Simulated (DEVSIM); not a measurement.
Structure: W/Si3N4/p-Si capacitor, at 250 K.

```
layer (left to right)  material  thickness (nm)  Na (cm⁻³)
---------------------  --------  --------------  ---------
1                         Si3N4            26.0          -
2                            Si             870     4.4e17
```

Metal gate on the left, work function 4.6 eV. Fixed charge at the semiconductor interface -1.27e12 cm⁻² (in units of +e); no interface traps.

Constants are typed, rounded textbook-type inputs, not results; the design itself was drawn at random and stands for no fabricated device. Values at 300 K; Nc and Nv go as T^1.5, mobilities as T to minus their exponent, the gap by Varshni's rule with the affinity fixed.

```tsv
parameter	Si3N4	Si
gap (eV)	5.1	1.124
affinity (eV)	2.1	4.05
permittivity	7.5	11.7
Nc (cm⁻³)	-	2.86e19
Nv (cm⁻³)	-	3.1e19
Varshni α (eV/K)	-	0.000473
Varshni β (K)	-	636
```

Simulated with DEVSIM: 1D Poisson equation in equilibrium, Boltzmann statistics, complete ionisation; no quantum confinement or tunnelling. Metal contacts follow the ideal Schottky-Mott rule: no Fermi-level pinning, no interface dipoles.

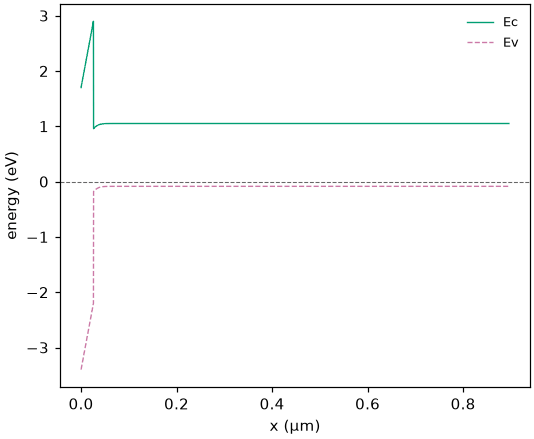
Figure. Band edges at 0.8 V on the gate

Energies count from the Fermi level of the right contact; mesh points crowd at the junctions.

```json
[
 {"x (μm)": "0.000", "Ec (eV)": "1.700", "Ev (eV)": "-3.400", "n (cm⁻³)": "< 1e2", "p (cm⁻³)": "< 1e2", "field (V/cm)": "460000"},
 {"x (μm)": "0.001240", "Ec (eV)": "1.757", "Ev (eV)": "-3.343", "n (cm⁻³)": "< 1e2", "p (cm⁻³)": "< 1e2", "field (V/cm)": "460000"},
 {"x (μm)": "0.003682", "Ec (eV)": "1.871", "Ev (eV)": "-3.229", "n (cm⁻³)": "< 1e2", "p (cm⁻³)": "< 1e2", "field (V/cm)": "460000"},
 {"x (μm)": "0.008799", "Ec (eV)": "2.108", "Ev (eV)": "-2.992", "n (cm⁻³)": "< 1e2", "p (cm⁻³)": "< 1e2", "field (V/cm)": "460000"},
 {"x (μm)": "0.01882", "Ec (eV)": "2.572", "Ev (eV)": "-2.528", "n (cm⁻³)": "< 1e2", "p (cm⁻³)": "< 1e2", "field (V/cm)": "460000"},
 {"x (μm)": "0.02299", "Ec (eV)": "2.765", "Ev (eV)": "-2.335", "n (cm⁻³)": "< 1e2", "p (cm⁻³)": "< 1e2", "field (V/cm)": "460000"},
 {"x (μm)": "0.02510", "Ec (eV)": "2.863", "Ev (eV)": "-2.237", "n (cm⁻³)": "< 1e2", "p (cm⁻³)": "< 1e2", "field (V/cm)": "460000"},
 {"x (μm)": "0.02658", "Ec (eV)": "0.960", "Ev (eV)": "-0.176", "n (cm⁻³)": "< 1e2", "p (cm⁻³)": "6.7e15", "field (V/cm)": "97000"},
 {"x (μm)": "0.02851", "Ec (eV)": "0.978", "Ev (eV)": "-0.159", "n (cm⁻³)": "< 1e2", "p (cm⁻³)": "1.5e16", "field (V/cm)": "84000"},
 {"x (μm)": "0.03256", "Ec (eV)": "1.006", "Ev (eV)": "-0.130", "n (cm⁻³)": "< 1e2", "p (cm⁻³)": "5.7e16", "field (V/cm)": "59000"},
 {"x (μm)": "0.04165", "Ec (eV)": "1.039", "Ev (eV)": "-0.097", "n (cm⁻³)": "< 1e2", "p (cm⁻³)": "2.6e17", "field (V/cm)": "18000"},
 {"x (μm)": "0.06965", "Ec (eV)": "1.050", "Ev (eV)": "-0.086", "n (cm⁻³)": "< 1e2", "p (cm⁻³)": "4.4e17", "field (V/cm)": "150"},
 {"x (μm)": "0.1191", "Ec (eV)": "1.050", "Ev (eV)": "-0.086", "n (cm⁻³)": "< 1e2", "p (cm⁻³)": "4.4e17", "field (V/cm)": "≈ 0"},
 {"x (μm)": "0.2232", "Ec (eV)": "1.050", "Ev (eV)": "-0.086", "n (cm⁻³)": "< 1e2", "p (cm⁻³)": "4.4e17", "field (V/cm)": "≈ 0"},
 {"x (μm)": "0.5411", "Ec (eV)": "1.050", "Ev (eV)": "-0.086", "n (cm⁻³)": "< 1e2", "p (cm⁻³)": "4.4e17", "field (V/cm)": "≈ 0"},
 {"x (μm)": "0.7279", "Ec (eV)": "1.050", "Ev (eV)": "-0.086", "n (cm⁻³)": "< 1e2", "p (cm⁻³)": "4.4e17", "field (V/cm)": "≈ 0"},
 {"x (μm)": "0.8167", "Ec (eV)": "1.050", "Ev (eV)": "-0.086", "n (cm⁻³)": "< 1e2", "p (cm⁻³)": "4.4e17", "field (V/cm)": "≈ 0"},
 {"x (μm)": "0.8602", "Ec (eV)": "1.050", "Ev (eV)": "-0.086", "n (cm⁻³)": "< 1e2", "p (cm⁻³)": "4.4e17", "field (V/cm)": "≈ 0"},
 {"x (μm)": "0.8833", "Ec (eV)": "1.050", "Ev (eV)": "-0.086", "n (cm⁻³)": "< 1e2", "p (cm⁻³)": "4.4e17", "field (V/cm)": "≈ 0"},
 {"x (μm)": "0.8906", "Ec (eV)": "1.050", "Ev (eV)": "-0.086", "n (cm⁻³)": "< 1e2", "p (cm⁻³)": "4.4e17", "field (V/cm)": "≈ 0"},
 {"x (μm)": "0.8940", "Ec (eV)": "1.050", "Ev (eV)": "-0.086", "n (cm⁻³)": "< 1e2", "p (cm⁻³)": "4.4e17", "field (V/cm)": "≈ 0"},
 {"x (μm)": "0.8960", "Ec (eV)": "1.050", "Ev (eV)": "-0.086", "n (cm⁻³)": "< 1e2", "p (cm⁻³)": "4.4e17", "field (V/cm)": "≈ 0"}
]
```
